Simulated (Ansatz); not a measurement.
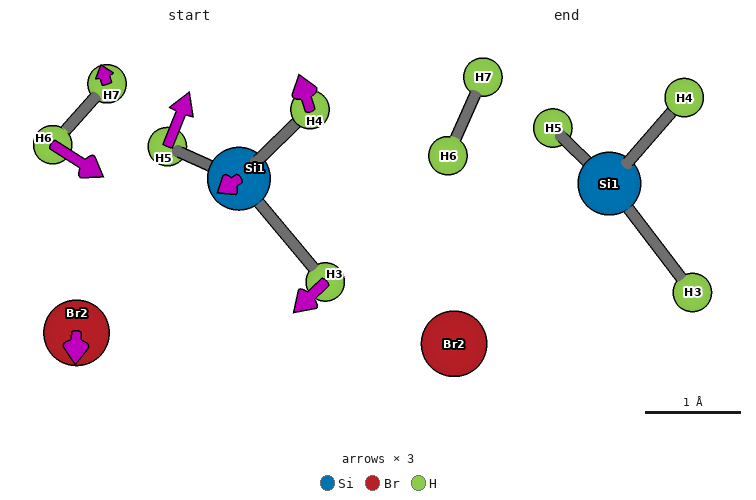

The structure of SiH5Br before (left) and after (right) a constrained relaxation, at one scale. The purple arrows give the displacements, 3 times their true length.

A ball-and-stick model, seen at a tilt.

The reaction that was planned forms Si1–H7, Br2–H6 and breaks Si1–Br2, H6–H7 (atoms numbered from 1 in input order).

Method: RKS PBE0-D4/def2-SVP (Ansatz). Settings: held fixed: the distance between atoms 1 (Si) and 7 (H), the distance between atoms 2 (Br) and 6 (H), the distance between atoms 1 (Si) and 2 (Br), the distance between atoms 6 (H) and 7 (H), counting from 1; force threshold 0.08 eV/Å; at most 120 steps.

### What changed between the two?

H6 moves most after the best rigid fit: 0.24 Å. Largest moves by element: H 0.24 Å, Br 0.13 Å, Si 0.11 Å. Some distances before and after: Si1–H6 2.347 → 2.032 Å, Si1–H5 1.452 → 1.485 Å, Si1–H4 1.454 → 1.486 Å, Si1–H3 1.477 → 1.495 Å. Bond angles that change, for instance: H4–Si1–H5 136.4° → 117.4°, H3–Si1–H4 104.3° → 108.3°, H3–Si1–H5 105.0° → 108.4°. Over 4 geometry steps the energy falls by 29.6 kJ/mol. Largest force component: 0.77 eV/Å at the start, 0.033 eV/Å at the end.
